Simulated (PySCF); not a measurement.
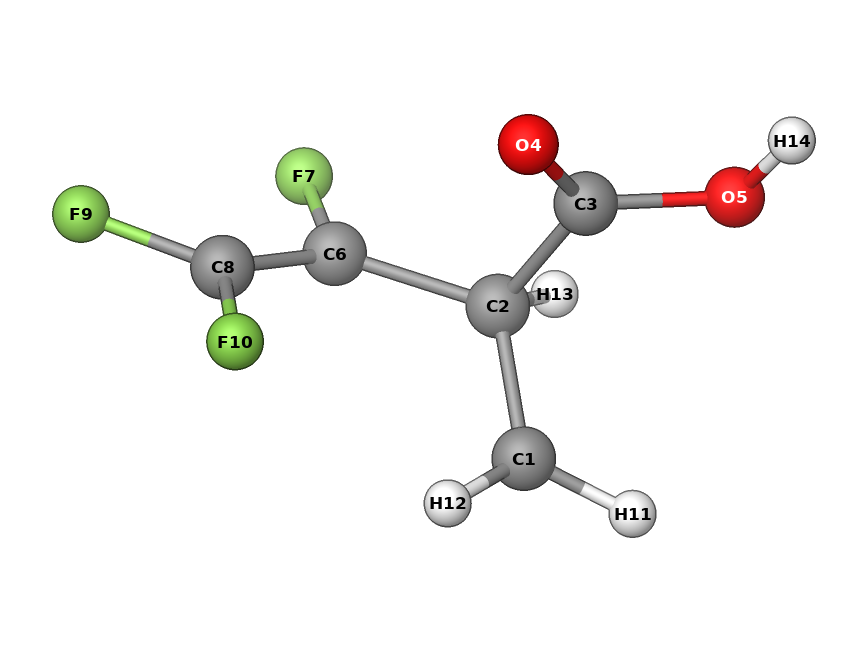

Charge 0, doublet. Computed geometry: GFN2-xTB optimisation. No frequency run is at hand to confirm it as a minimum. Level of theory: UKS B3LYP, pcH-1 on C F H O, non-relativistic (PySCF 2.14.0). Fermi-contact and spin-dipolar terms alone, no spin-orbit part.

Which nucleus has the largest dipolar (anisotropic) hyperfine coupling?

Answer. 13C at C1: principal values −80.4, −79.6, 160.0 MHz.

List the isotropic and dipolar parts for the most strongly coupled nuclei, one of each equivalent set.

```tsv
atom	isotope	a_iso (MHz)	dipolar part (MHz)
C1	13C	97.4	−80.4, −79.6, 160.0
H11	1H	−62.3	−38.5, −0.7, 39.2
H12	1H	−62.3	−38.6, −0.5, 39.0
O4	17O	−3.5	−18.3, 7.6, 10.7
F7	19F	9.8	−7.5, −5.1, 12.6
C3	13C	87.2	−7.2, −5.4, 12.6
H13	1H	49.6	−4.8, −4.4, 9.1
F10	19F	−1.7	−4.5, −0.9, 5.4
```
